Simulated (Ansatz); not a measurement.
# Calculations on C$_{2}$H$_{2}$B

### Relaxation

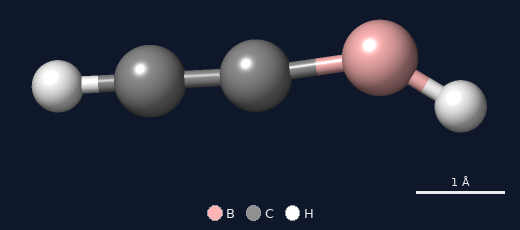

C$_{2}$H$_{2}$B (multiplicity 2), before the constrained relaxation. Style: ball-and-stick. Shown face on.

Computed with UKS PBE0-D4/def2-TZVP in Ansatz 0.2.0.

Input file:
```yaml
crystal:
  periodic: [false, false, false]
  atoms:
    - {symbol: B, position_ang: [-0.995346, 0.879566, -0.399640]}
    - {symbol: C, position_ang: [0.031777, -0.008033, 0.102115]}
    - {symbol: C, position_ang: [0.878647, -0.714980, 0.626023]}
    - {symbol: H, position_ang: [-1.487155, 1.152133, -1.321720]}
    - {symbol: H, position_ang: [1.618086, -1.334175, 1.079486]}
basis:
  gaussian: {orbitals: def2-TZVP}
magnetization: {spin_polarized: true, initial_magnetization: 1}
hamiltonian: {xc: pbe0, dispersion: d4}
relax: {f_tol: 0.005, max_steps: 200, constraints: [{distance: [0, 3]}]}
```

Where does the constrained relaxation end?

Answer. Over 3 accepted moves (4 points after the start) the energy falls by 0.20 kJ/mol. The largest force component goes from 0.075 to 0.0022 eV/Å. The line search rejected the trial step at point 3 of the run. The largest move after the best rigid fit is that of H4, 0.031 Å. By element the largest moves are H 0.031 Å, B 0.027 Å, C 0.009 Å. Among the contacts that change: B1–C2 1.447 → 1.442 Å. Bond angles that change, for instance: C2–B1–H4 140.7° → 144.4°.

History of the run:

```tsv
step	E − E(0), kJ/mol	largest force component, eV/Å	note
0	0.00	0.0746	
1	-0.06	0.0674	
2	-0.17	0.0644	
3	-0.17	0.0487	rejected
4	-0.20	0.0022
```

The structure at the end:

```xyz
5

B    -0.9843    0.8646   -0.4190
C     0.0361   -0.0136    0.0965
C     0.8818   -0.7177    0.6294
H    -1.5073    1.1740   -1.3118
H     1.6196   -1.3327    1.0912
```

### Relaxation

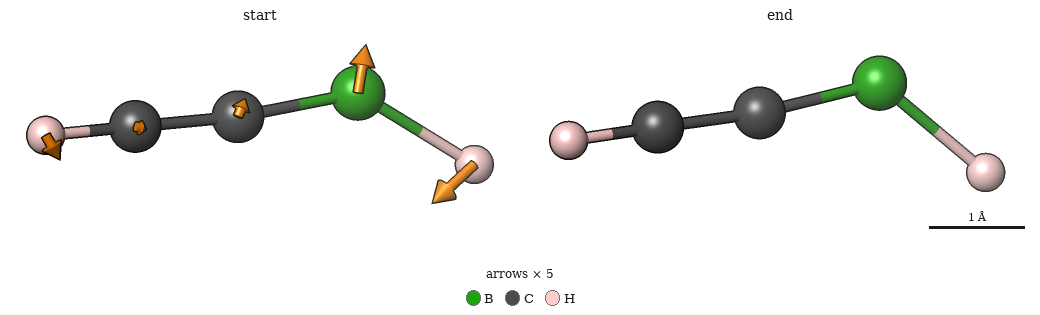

The structure of C2H2B (multiplicity 2) before (left) and after (right) a constrained relaxation, at one scale. The orange arrows give the displacements, magnified 5 times.

A ball-and-stick model, seen at a tilt.

Theory: Ansatz 0.2.0, UKS PBE0-D4/def2-TZVP. Set-up: held fixed: the distance between atoms 1 (B) and 4 (H), counting from 1; force threshold 0.005 eV/Å; at most 200 steps.

Q: What changed between the two?

A: Over 5 geometry steps the energy falls by 2.86 kJ/mol. Largest force component: 0.26 eV/Å at the start, 0.0034 eV/Å at the end. An H atom moves most after the best rigid fit: 0.13 Å. By element the largest moves are H 0.13 Å, B 0.11 Å, C 0.05 Å. Among the contacts that change: B–C 1.447 → 1.463 Å, C–C 1.221 → 1.217 Å. The run took of the order of 21 core-seconds on a shared host.

### Scan

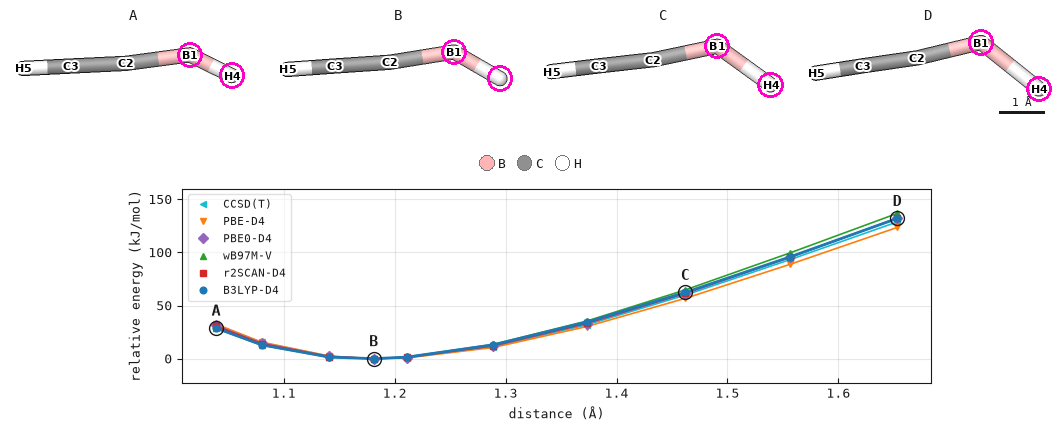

C₂H₂B (multiplicity 2): the B1–H4 distance is varied, with all other coordinates relaxed. The lettered frames are marked on the plot, at the values of B3LYP-D4. The picture is a stick view, seen face on. The ringed atoms are those of the scanned coordinate.

Levels of theory: B3LYP-D4, r2SCAN-D4, wB97M-V, PBE0-D4, PBE-D4, CCSD(T) (def2-TZVPP, Ansatz), on geometries relaxed under the constraint at PBE0-D4/def2-TZVP. Coupled cluster with a frozen core. Energies are counted from the PBE0-D4/def2-TZVP minimum geometry at the same level.

### What does the scan show?

With B3LYP-D4: the lowest computed point lies at the distance 1.181 Å (0.0 kJ/mol). At the ends of the scan the energy is 28.8 kJ/mol (1.039 Å) and 131.9 kJ/mol (1.653 Å). The curvature at the lowest point is about 25 eV/Å² (4 mdyn/Å). The well is steeper on the short side, as for any bond. At 1.653 Å the levels give PBE-D4 123.4 kJ/mol, CCSD(T) 128.7 kJ/mol, B3LYP-D4 131.9 kJ/mol, r2SCAN-D4 132.0 kJ/mol, PBE0-D4 132.2 kJ/mol, wB97M-V 136.7 kJ/mol. Closest to CCSD(T) there is B3LYP-D4.

The computed points:

Energies in kJ/mol.

```csv
distance (Å),B3LYP-D4,r2SCAN-D4,wB97M-V,PBE0-D4,PBE-D4,CCSD(T)
1.039,28.8,30.4,28.4,31.2,32.5,32.0
1.080,13.0,14.1,12.7,14.6,15.6,15.2
1.141,1.5,1.9,1.3,2.0,2.5,2.2
1.181,0.0,0.0,0.0,0.0,0.0,0.0
1.211,1.4,1.2,1.5,1.1,0.7,0.9
1.289,13.0,12.2,13.4,12.0,10.5,11.3
1.373,34.4,33.3,35.3,33.0,30.2,31.8
1.462,62.3,61.7,64.7,61.3,56.7,59.8
1.556,95.6,95.5,99.4,95.2,88.6,93.1
1.653,131.9,132.0,136.7,132.2,123.4,128.7
```
